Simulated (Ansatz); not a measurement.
**C₃H₉PSi (SMILES P[SiH]1CCC1): density, localisation and related maps**

The calculation's input:

```
crystal:
  periodic: [false, false, false]
  atoms:
    - {symbol: C, position_ang: [1.865506, 2.391893, 0.165900]}
    - {symbol: C, position_ang: [2.414498, 0.938615, 0.002697]}
    - {symbol: C, position_ang: [1.225383, 0.245184, -0.736297]}
    - {symbol: P, position_ang: [-1.449416, 2.541645, -1.448071]}
    - {symbol: Si, position_ang: [0.125196, 1.649129, -0.069805]}
    - {symbol: H, position_ang: [-1.567203, 3.750087, -0.691397]}
    - {symbol: H, position_ang: [-0.485486, 3.089442, -2.351457]}
    - {symbol: H, position_ang: [-0.557657, 1.314527, 1.217015]}
    - {symbol: H, position_ang: [2.141463, 2.917006, 1.091627]}
    - {symbol: H, position_ang: [2.144337, 3.027098, -0.690702]}
    - {symbol: H, position_ang: [3.380667, 0.873079, -0.525723]}
    - {symbol: H, position_ang: [2.557165, 0.478970, 0.994245]}
    - {symbol: H, position_ang: [1.338819, 0.313035, -1.830863]}
    - {symbol: H, position_ang: [1.033748, -0.804998, -0.473967]}
basis:
  gaussian:
    orbitals: def2-SVPD
hamiltonian:
  xc: {name: PBE0}
output: {forces: true, orbitals: {seedname: orbitals}}
```

Launched as:

```sh
ansatz run input.yaml --threads 2 --pin off --max-ram 4350MiB --events-out events.jsonl --progress --plain --runs-dir runs
```

Geometry: B3LYP-D3(BJ)/def2-SVP.

Method: Ansatz, isolated molecule in a Gaussian basis; Kohn-Sham density functional theory, functional PBE0.

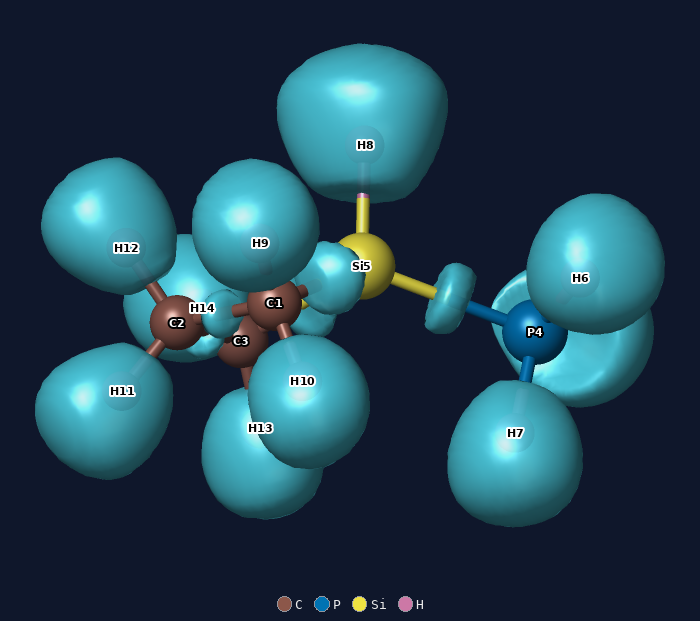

Figure 1. Isosurface of the electron localisation function at 0.9 (cyan), seen from one side. Core shells and regions of very low density are left out.

**Describe the localisation domains.**

The surface consists of two regions between bonded C–C atoms (shared pairs), two regions between bonded C–Si atoms (shared pairs), one region between bonded P–Si atoms (shared pairs), nine regions around hydrogen nuclei and one lobe on P, pointing away from the bonds (lone pairs).


C–C (1.56 Å): the ELF peaks at about 0.95 between the atoms; a covalent bond. C–Si (1.90 Å): the ELF peaks at about 0.95 between the atoms (a covalent bond).

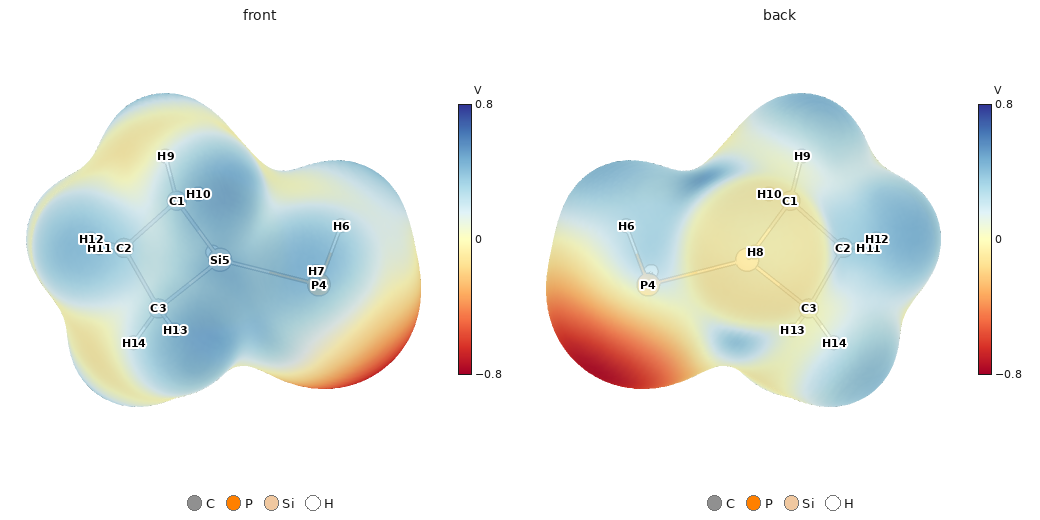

Figure 2. The electrostatic potential painted on the density surface at 0.001 e/bohr³, seen from the front and from behind; the colour scale runs from red (negative) to blue (positive).

**Where is the surface potential most negative and most positive?**

The most negative region (about −0.8 V) lies over P4, the most positive (about +0.5 V) over the C, H and Si atoms.

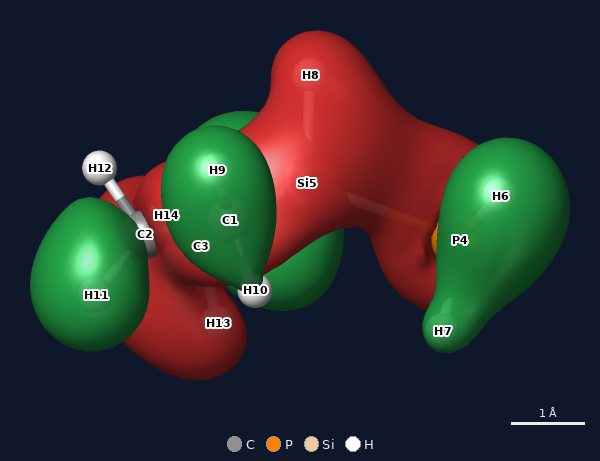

Figure 3. The HOMO−1 at ±0.06 Å⁻³ᐟ² (green and red are the two phases), seen from one side.

**What is the character of this orbital?**

It lies mainly on C3 (about 35 %), Si5 (about 20 %), P4 (about 10 %), C1 (about 5 %) and C2 (about 5 %). Its energy is −8.06 eV.

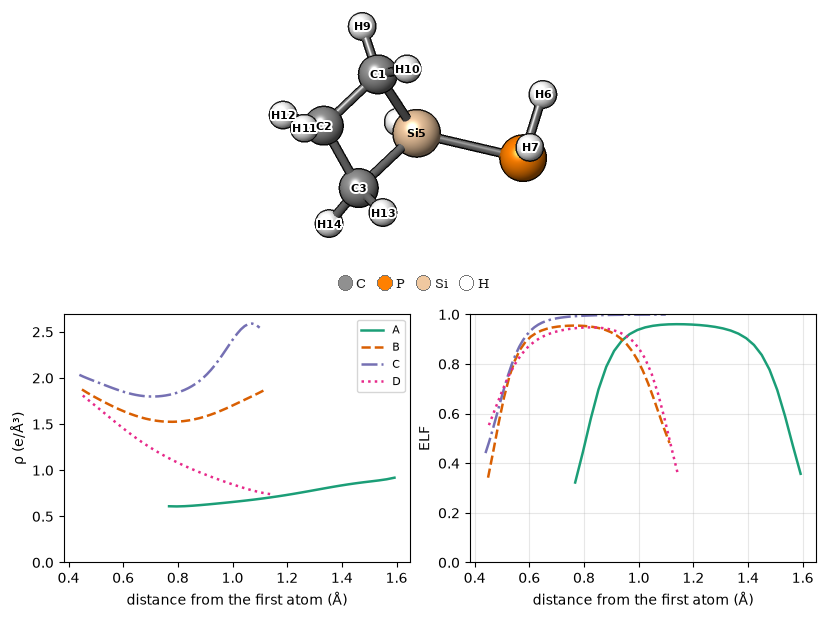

Figure 4. Electron density and ELF along straight lines between neighbouring atoms. The curves leave out the atomic cores. The structure is drawn too.

**Which curve belongs to which contact (C–C, C–H, C–Si and Si–P)? The first atom named is at distance zero.**

Curve A: Si–P (2.27 Å): the density is about 0.71 e/Å³ at the midpoint, with its minimum of 0.61 e/Å³ about 0.8 Å from Si; the ELF peaks at about 0.95 between the atoms: localised, covalent bonding. Curve B: C–C (1.56 Å): ρ at the midpoint is about 1.5 e/Å³; the ELF peaks at about 0.95 between the atoms, as expected for localised, covalent bonding. Curve C: C–H (1.10 Å): ρ is about 1.9 e/Å³ halfway; the ELF climbs to about 1 towards the hydrogen, as it does in any bond to H; an ordinary covalent bond to hydrogen. Curve D: C–Si (1.90 Å): ρ at the midpoint is about 0.9 e/Å³; the ELF peaks at about 0.95 between the atoms: a covalent bond.
